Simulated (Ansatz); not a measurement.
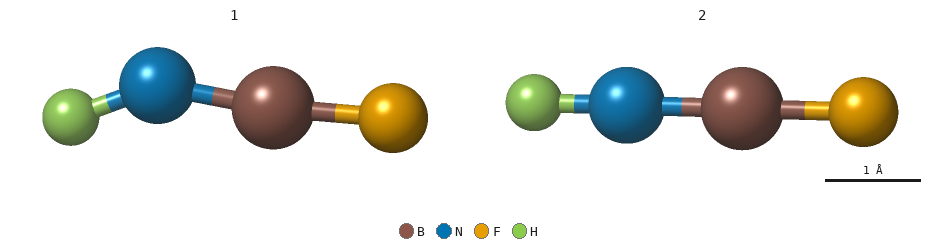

Two geometries of BNHF, drawn at one scale. One is the start of a relaxation, the other its converged end. Style: ball-and-stick. Shown at a tilt.

Theory: RKS PBE0-D4/def2-TZVP (Ansatz). Set-up: force threshold 0.005 eV/Å; at most 200 steps.

Which geometry has the lower energy?

Answer. Structure 2 is the relaxed one. It is one of the separated products of a reaction. The largest move after the best rigid fit is that of the N atom, 0.21 Å. Largest moves by element: N 0.21 Å, H 0.16 Å, F 0.07 Å, B 0.01 Å. Some distances before and after: B–N 1.252 → 1.233 Å, B–F 1.281 → 1.293 Å, H–N 0.996 → 0.989 Å. Among the angles between lasting bonds that change: B–N–H 149.2° → 180.0°, N–B–F 174.0° → 180.0°. Over 6 geometry steps the energy falls by 1.08 kcal/mol. Largest force component: 0.83 eV/Å at the start, 0.00042 eV/Å at the end.
